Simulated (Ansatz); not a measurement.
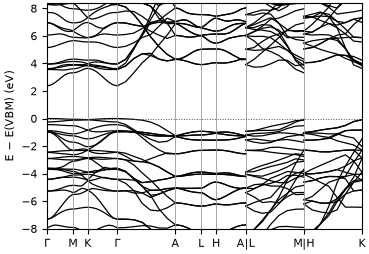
Figure: Band structure from DFT-LDA in the program Ansatz with PAW potentials

Task: Read off the gap and where the band edges lie.

Result: About 2.4 eV (2.37 eV by a search for the band edges); maximum at Γ, minimum at Γ.

The material is Ge$_{3}$N$_{4}$ in space group P6_3/m (No. 176; Ge on 6h, N on 2c, N on 6h).

The cell was relaxed with LDA under the symmetry of its start; of distortions, only those at the zone centre were tested. Scalar-relativistic: spin–orbit coupling is off unless named, which matters more the heavier the elements.

Potentials: the later of the program's two PAW sets.
